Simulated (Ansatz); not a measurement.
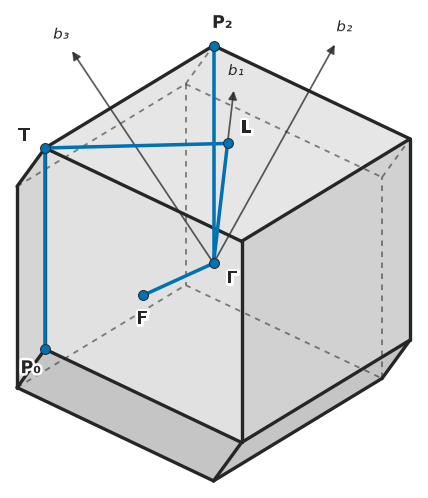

The figure shows the first Brillouin zone with its special points and a band path. Crystal: As3P, the geometry relaxed with DFT PBE, scalar-relativistic, plane waves, PAW in Ansatz; the starting structure was generated, so it need not be a known form of this composition. All values are computed from the atomic coordinates in the standard setting (tolerance 0.002 Å).

Labels and path follow the convention of Hinuma et al. (2017), as computed by seekpath; the arrows show the directions of the reciprocal primitive vectors b₁, b₂, b₃.

What lattice type do the shape and the labels point to?

Answer. A rhombohedral lattice (hR; extended symbol hR2). The zone is a rhombic dodecahedron in its combinatorial type: 12 faces (12 with 4 edges), 24 edges, 14 vertices.

In which order does the conventional band path visit the special points?

Answer. Γ–L–T–P₀ | P₂–Γ–F
